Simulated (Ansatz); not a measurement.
# BGe+ (triplet): correlated methods under varied settings

Aim: run BGe+ (triplet) at one geometry under a spread of methods and options, and see what each costs and gives.

The runs use Ansatz 0.2.0, Gaussian basis; the settings change from run to run.

11 further runs of the same task are left out: 5 that didn't finish, 6 set aside as unsound or not needed.

## Step 1: The system

The geometry is a PBE0/def2-TZVP stationary point (not a proven minimum). No spin-orbit coupling is included. The filled d shell of Ge may be among the frozen orbitals whatever the setting's name suggests; the logs give the count.

2 atoms, charge 1, spin multiplicity 3.

Atoms are counted from 1 here; the program's logs count them from 0.

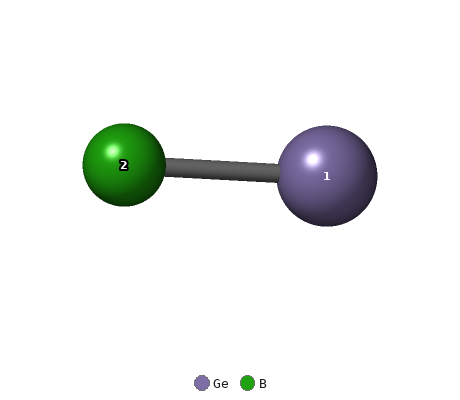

The structure; germanium purple, boron green; atoms are numbered from 1 in the order of the file.

## Step 2: CCSDT on UHF/cc-pVDZ

Input file in.yaml:

```yaml
crystal:
  periodic: [false, false, false]
  atoms:
    - {symbol: Ge, position_ang: [0.000000, 0.000000, 0.000000]}
    - {symbol: B, position_ang: [0.000000, 0.000000, 2.178800]}
basis:
  gaussian: {orbitals: cc-pVDZ, fitting: {mean_field: def2-universal-jkfit}}
total_charge: 1
magnetization: {spin_polarized: true, initial_magnetization: 2}
hamiltonian: {pseudopotentials: {relativity: scalar}}
correlation: {method: ccsdt, electrons: outside_noble_gas, diis_vectors: 1}
scf: {lower_state_search: off}
output: {forces: true}
```

Command:

```bash
$ ansatz run in.yaml --threads 1 --pin off --events-out ev --progress --plain --max-ram 2393MiB
```

Log, cut to the lines that bear on the results:

```text
Functional definition: HF
  name "HF"
  cite "Fock, Z. Phys. 61, 126 (1930) doi:10.1007/BF01340294"
  parent pbe
[...]
341 factors; integrals over basis functions are off by at most 3.9e-2 eV
[...]
mean field -57599.11348285 eV, -2116.7283784135 hartree, gradient 1.1e-6 eV, S^2 2.020283; 0 other end points of the search recorded, 0 dependent functions left out
15 core orbitals not correlated: weight in the atoms' cores, before any rotation towards them, 1.000 or more for the frozen orbitals, at most 0.000 for the correlated occupied ones
reference -57599.11348285 eV, -2116.7283784135 hartree; 4, 2 occupied and 22, 24 virtual orbitals, 341 factors
second order -2.28381012 eV of doubles, -0.00000000 eV of singles
cycle   1  -2.84659695 eV  change   -5.6e-1 eV  update   8.8e-2
[...]
cycle  45  -3.38297817 eV  change   -6.3e-8 eV  update   2.0e-7
[...]
Total energy: -57602.49646102 eV, -2116.8527005681 hartree
Relativity: scalar
Atom 0 at     0.000000     0.000000     0.000000 Å, force    -0.000000    -0.000000    -0.426824 eV/Å
Atom 1 at     0.000000     0.000000     2.178800 Å, force     0.000000     0.000000     0.426824 eV/Å
Dipole moment:    -0.000000     0.000000     0.370393 e Å
Checks for a lower state left out: starts, cluster_reference, orbital_swaps, neighbouring_geometries, increment
```

It took 7 s on 1 thread of Arm Neoverse V2, shared host.

From the report: ⟨S²⟩ of the determinant 2.020 (pure triplet: 2.00); correlation -3.3830 eV; T1 0.037; largest double amplitude 0.13.

## Step 3: BCCD on UHF/6-31G

Input file in.yaml:

```yaml
crystal:
  periodic: [false, false, false]
  atoms:
    - {symbol: Ge, position_ang: [0.000000, 0.000000, 0.000000]}
    - {symbol: B, position_ang: [0.000000, 0.000000, 2.178800]}
basis:
  gaussian: {orbitals: 6-31G}
total_charge: 1
magnetization: {spin_polarized: true, initial_magnetization: 2}
correlation: {method: bccd, electrons: all}
scf: {lower_state_search: full}
output: {forces: true}
```

Launched as before.

Log, cut to the lines that bear on the results:

```text
Functional definition: HF
  name "HF"
  cite "Fock, Z. Phys. 61, 126 (1930) doi:10.1007/BF01340294"
  parent pbe
[...]
376 factors; integrals over basis functions are off by at most 5.0e-4 eV
[...]
mean field -57124.64801736 eV, -2099.2920941609 hartree, gradient 4.4e-6 eV, S^2 2.018677; 23 other end points of the search recorded, 0 dependent functions left out
determinant -57124.64801736 eV, -2099.2920941609 hartree, with singles and doubles -57132.12657827 eV, -2099.5669262052 hartree
determinant -57123.79051605 eV, -2099.2605815691 hartree, with singles and doubles -57131.65574484 eV, -2099.5496233958 hartree
determinant -57123.69165720 eV, -2099.2569485731 hartree, with singles and doubles -57131.64645779 eV, -2099.5492821029 hartree
determinant -57123.50703772 eV, -2099.2501639326 hartree, with singles and doubles -57131.68966261 eV, -2099.5508698508 hartree
[...]
determinant -57123.79051605 eV, -2099.2605815691 hartree, with singles and doubles -57131.66823011 eV, -2099.5500822211 hartree
determinant -57123.69165720 eV, -2099.2569485731 hartree, with singles and doubles -57131.65441926 eV, -2099.5495746816 hartree
determinant -57123.50703772 eV, -2099.2501639326 hartree, with singles and doubles -57131.68725639 eV, -2099.5507814238 hartree
reference -57124.64801736 eV, -2099.2920941609 hartree; 19, 17 occupied and 19, 21 virtual orbitals, 376 factors
second order -7.24427808 eV of doubles, -0.00000000 eV of singles
cycle   1  -7.46574365 eV  change    1.0e-2 eV  update   1.9e-2
[...]
cycle  15  -7.45119783 eV  change   -2.2e-7 eV  update   1.4e-7
[...]
Total energy: -57132.09921519 eV, -2099.5659206305 hartree
Atom 0 at     0.000000     0.000000     0.000000 Å, force    -0.000000    -0.000000    -0.841478 eV/Å
Atom 1 at     0.000000     0.000000     2.178800 Å, force     0.000000     0.000000     0.841478 eV/Å
Dipole moment:    -0.000000    -0.000000     0.400383 e Å
```

Run time: 27 s. Hardware: 1 thread of Arm Neoverse V2, shared host.

From the report: ⟨S²⟩ of the determinant 2.019 (pure triplet: 2.00); correlation -7.4512 eV; largest double amplitude 0.13.

## Step 4: BCCD(T) on ROHF/cc-pVDZ

Input file in.yaml:

```yaml
crystal:
  periodic: [false, false, false]
  atoms:
    - {symbol: Ge, position_ang: [0.000000, 0.000000, 0.000000]}
    - {symbol: B, position_ang: [0.000000, 0.000000, 2.178800]}
basis:
  gaussian: {orbitals: cc-pVDZ}
total_charge: 1
magnetization: {spin_polarized: false, initial_magnetization: 2}
correlation: {method: bccd_t, electrons: outside_noble_gas, diis_vectors: 1}
scf: {lower_state_search: off}
output: {forces: true}
```

Same command.

Log, cut to the lines that bear on the results:

```text
Functional definition: HF
  name "HF"
  cite "Fock, Z. Phys. 61, 126 (1930) doi:10.1007/BF01340294"
  parent pbe
[...]
462 factors; integrals over basis functions are off by at most 7.8e-4 eV
[...]
mean field -57133.03420884 eV, -2099.6002810133 hartree, gradient 2.2e-6 eV, S^2 2.000000; 0 other end points of the search recorded, 0 dependent functions left out
15 core orbitals not correlated: weight in the atoms' cores, before any rotation towards them, 1.000 or more for the frozen orbitals, at most 0.000 for the correlated occupied ones
reference -57133.03420884 eV, -2099.6002810133 hartree; 4, 2 occupied and 22, 24 virtual orbitals, 462 factors
second order -2.35285799 eV of doubles, -0.05950843 eV of singles
cycle   1  -2.99063100 eV  change   -5.8e-1 eV  update   8.2e-2
[...]
cycle  27  -3.32921998 eV  change   -8.3e-9 eV  update   4.6e-7
perturbative correction -0.13189388 eV, -0.0048470109 hartree
[...]
Total energy: -57136.49532270 eV, -2099.7274746017 hartree
Atom 0 at     0.000000     0.000000     0.000000 Å, force    -0.000000    -0.000000    -0.438858 eV/Å
Atom 1 at     0.000000     0.000000     2.178800 Å, force    -0.000000    -0.000000     0.438858 eV/Å
Dipole moment:     0.000000     0.000000     0.369041 e Å
Checks for a lower state left out: starts, cluster_reference, orbital_swaps, neighbouring_geometries, increment
```

It took 1.6 s on 1 thread of Arm Neoverse V2, shared host.

From the report: correlation -3.4611 eV; largest double amplitude 0.11.

## Step 5: CCSDT on ROHF/cc-pVDZ

in.yaml: that of step 4 with these lines changed.

```diff
@@ -9,4 +9,2 @@
 magnetization: {spin_polarized: false, initial_magnetization: 2}
-correlation: {method: bccd_t, electrons: outside_noble_gas, diis_vectors: 1}
-scf: {lower_state_search: off}
-output: {forces: true}
+correlation: {method: ccsdt, electrons: valence}
```

Same command.

Log, cut to the lines that bear on the results:

```text
Functional definition: HF
  name "HF"
  cite "Fock, Z. Phys. 61, 126 (1930) doi:10.1007/BF01340294"
  parent pbe
[...]
768 factors; integrals over basis functions are off by at most 1.7e-7 eV
[...]
mean field -57133.03424043 eV, -2099.6002821742 hartree, gradient 2.0e-6 eV, S^2 2.000000; 16 other end points of the search recorded, 0 dependent functions left out
[...]
determinant -57133.03424043 eV, -2099.6002821742 hartree, with singles and doubles -57136.79287386 eV, -2099.7384094053 hartree
determinant -57132.01078487 eV, -2099.5626708763 hartree, with singles and doubles -57136.31862432 eV, -2099.7209810561 hartree
determinant -57131.98822405 eV, -2099.5618417812 hartree, with singles and doubles -57136.32460938 eV, -2099.7212010029 hartree
determinant -57130.56358614 eV, -2099.5094873040 hartree, with singles and doubles -57134.32935144 eV, -2099.6478766262 hartree
determinant -57129.74873541 eV, -2099.4795420918 hartree, with singles and doubles -57133.86180107 eV, -2099.6306944669 hartree
determinant -57133.03424043 eV, -2099.6002821742 hartree, with singles and doubles -57136.79347050 eV, -2099.7384313314 hartree
determinant -57132.01078487 eV, -2099.5626708763 hartree, with singles and doubles -57136.32085158 eV, -2099.7210629065 hartree
determinant -57131.98822405 eV, -2099.5618417812 hartree, with singles and doubles -57136.32468742 eV, -2099.7212038707 hartree
[...]
10 core orbitals not correlated: weight in the atoms' cores, before any rotation towards them, 1.000 or more for the frozen orbitals, at most 0.000 for the correlated occupied ones
reference -57133.03424043 eV, -2099.6002821742 hartree; 9, 7 occupied and 22, 24 virtual orbitals, 768 factors
second order -2.78670679 eV of doubles, -0.06136466 eV of singles
cycle   1  -3.38526554 eV  change   -5.4e-1 eV  update   9.0e-2
[...]
cycle  20  -3.96196569 eV  change   -5.0e-7 eV  update   3.3e-7
Total energy: -57136.99620612 eV, -2099.7458817279 hartree
```

Run time: 14 s. Hardware: 1 thread of Arm Neoverse V2, shared host.

From the report: correlation -3.9620 eV; T1 0.030; largest double amplitude 0.13.

## Step 6: CCSDT on UHF/cc-pVDZ

in.yaml: that of step 5 with these lines changed.

```diff
@@ -8,3 +8,5 @@
 total_charge: 1
-magnetization: {spin_polarized: false, initial_magnetization: 2}
+magnetization: {spin_polarized: true, initial_magnetization: 2}
 correlation: {method: ccsdt, electrons: valence}
+scf: {omitted_lower_state_checks: [cluster_reference]}
+output: {forces: true}
```

Same command.

Log, cut to the lines that bear on the results:

```text
Functional definition: HF
  name "HF"
  cite "Fock, Z. Phys. 61, 126 (1930) doi:10.1007/BF01340294"
  parent pbe
[...]
768 factors; integrals over basis functions are off by at most 1.7e-7 eV
[...]
mean field -57133.15210065 eV, -2099.6046134575 hartree, gradient 2.7e-6 eV, S^2 2.019379; 12 other end points of the search recorded, 0 dependent functions left out
10 core orbitals not correlated: weight in the atoms' cores, before any rotation towards them, 1.000 or more for the frozen orbitals, at most 0.000 for the correlated occupied ones
reference -57133.15210065 eV, -2099.6046134575 hartree; 9, 7 occupied and 22, 24 virtual orbitals, 768 factors
second order -2.72408260 eV of doubles, -0.00000000 eV of singles
cycle   1  -3.27186604 eV  change   -5.5e-1 eV  update   9.0e-2
[...]
cycle  22  -3.84544158 eV  change    1.3e-7 eV  update   1.4e-7
[...]
Total energy: -57136.99754223 eV, -2099.7459308291 hartree
Atom 0 at     0.000000     0.000000     0.000000 Å, force     0.000000     0.000000    -0.406588 eV/Å
Atom 1 at     0.000000     0.000000     2.178800 Å, force    -0.000000     0.000000     0.406588 eV/Å
Dipole moment:    -0.000000    -0.000000     0.373868 e Å
Checks for a lower state left out: cluster_reference
```

It took 97 s on 1 thread of Arm Neoverse V2, shared host; peak memory 1.4 GiB.

From the report: ⟨S²⟩ of the determinant 2.019 (pure triplet: 2.00); correlation -3.8454 eV; T1 0.023; largest double amplitude 0.13.

## Step 7: The runs in one table

Where basis and cores are those of an earlier FCI/cc-pVDZ run (-57136.5462 eV), and the state is the same kind, the miss against it is given.

```tsv
level	correlated	functions	energy (eV)	from FCI (meV)	time
CCSDT on UHF/cc-pVDZ (relativity set)	outside noble gas	41	-57602.4965		7 s
BCCD on UHF/6-31G	all	38	-57132.0992		27 s
BCCD(T) on ROHF/cc-pVDZ	outside noble gas	41	-57136.4953	50.9	1.6 s
CCSDT on ROHF/cc-pVDZ	valence	41	-57136.9962		14 s
CCSDT on UHF/cc-pVDZ	valence	41	-57136.9975		97 s
```

## Step 8: What came out

| quantity | value |
| --- | --- |
| runs | 5 |
| quickest | BCCD(T) on ROHF/cc-pVDZ, 1.6 s |
| slowest | CCSDT on UHF/cc-pVDZ, 97 s |

**Reading.** Total energies in different bases, with other cores or another treatment of relativity can't be set against each other. CCSDT on UHF/cc-pVDZ took 61 times as long as BCCD(T) on ROHF/cc-pVDZ; the jobs differ in more than the method.
